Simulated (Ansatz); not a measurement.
AlClH₄

Input

```
crystal:
  periodic: [false, false, false]
  atoms:
    - { symbol: Al, position_ang: [-0.004383, 0.252196, -0.075076] }
    - { symbol: H, position_ang: [0.004908, 0.196665, 1.498183] }
    - { symbol: H, position_ang: [1.383311, 0.340522, -0.836495] }
    - { symbol: H, position_ang: [-1.402464, 0.281381, -0.822192] }
    - { symbol: Cl, position_ang: [0.101096, -2.838533, 1.400694] }
    - { symbol: H, position_ang: [0.066633, -1.61303, 1.932886] }
basis:
  gaussian: { orbitals: "6-31G*" }
hamiltonian:
  xc: r2scanh
relax:
  f_tol: 0.03
  max_steps: 50
output:
  orbitals: {}
```

Command:

```sh
ansatz run input.yaml --threads 1 --pin off --max-ram 2048MiB --backend cpu --events-out ev --progress --plain --runs-dir out
```

The fields are those of the relaxed geometry.

These are results of RKS r2SCANh/6-31G* (Ansatz 0.2.0), not measurements.

**Predict the electron density and electron localisation function between the atoms.**

Al–Cl (2.66 Å): the density is about 0.22 e/Å³ at the midpoint, with its minimum of 0.13 e/Å³ about 1.0 Å from Al; the ELF peaks at about 0.90 in the valence shell of Cl, 0.8 Å from its nucleus, and is about 0.60 at the midpoint.
Cl–H (1.29 Å): ρ is about 1.9 e/Å³ halfway; the ELF climbs to about 1 towards the hydrogen, as it does in any bond to H.
Al–H (1.60 Å): ρ is about 0.5 e/Å³ halfway; the ELF climbs to about 1 towards the hydrogen.

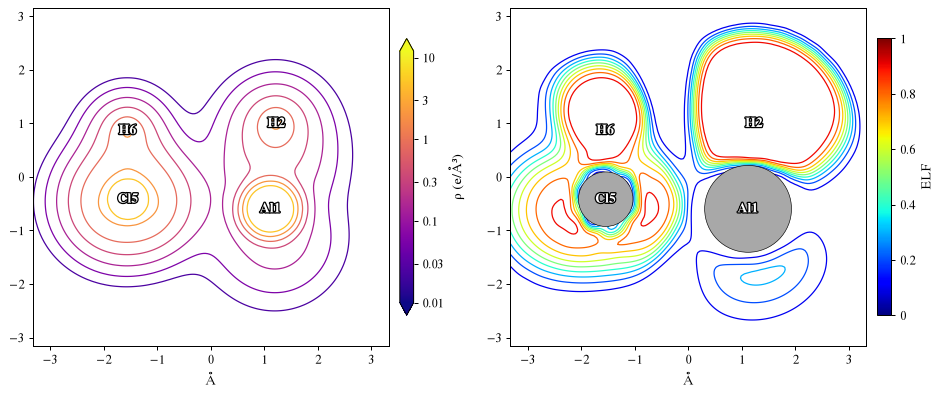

Computed electron density and electron localisation function on the plane of atoms Al1, Cl5 and H6, in this order. Grey discs cover the atomic cores in the ELF map. 
